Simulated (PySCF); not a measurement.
**InI: density, localisation and related maps**

```csv
atom,x (Å),y (Å),z (Å)
In,0.0000,0.0000,-1.4579
I,0.0000,0.0000,1.3201
```

Theory: PySCF, PBE0/x2c-TZVPPall, spin-free X2C-1e, Gaussian nucleus, at a bond length of 2.778 Å.

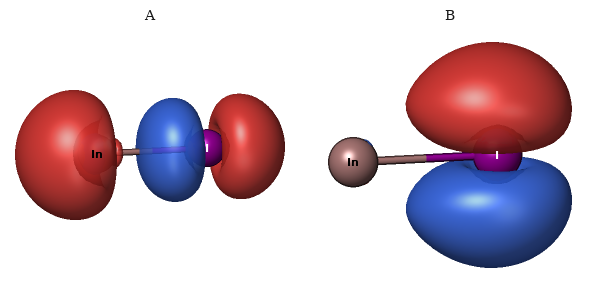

Figure 1. Two frontier orbitals, each drawn at the value that holds 80 % of its norm (red and blue are the two phases), in no order; of a degenerate pair one member is drawn.

> Label each orbital by symmetry, say whether it is occupied, and order them by energy.

Orbital B: π, occupied, −7.14 eV; mainly on I (90 %).
Orbital A: σ, occupied, −6.78 eV; shared between the atoms (In 50 %, I 50 %).

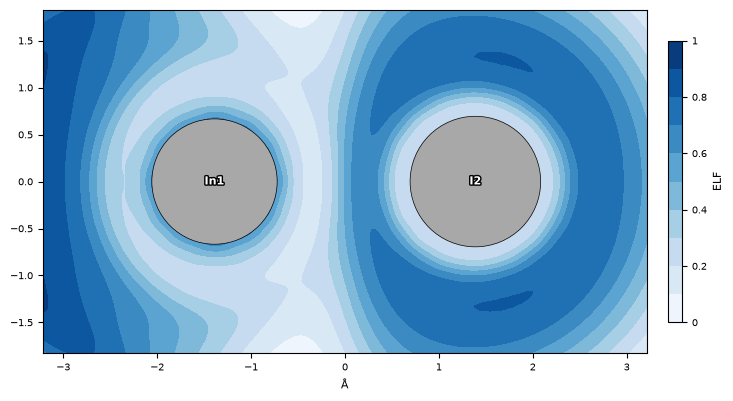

Figure 2. ELF on a plane that holds the molecular axis. Grey discs cover the atomic cores.

> What does the map show?

- Atoms in the plane: In and I.
- In–I (2.78 Å): the ELF peaks at about 0.70 in the valence shell of I, 1.2 Å from its nucleus, and drops to about 0.15 between the two atoms.
- The ELF also peaks beside I2, away from the bonds: lone-pair regions.
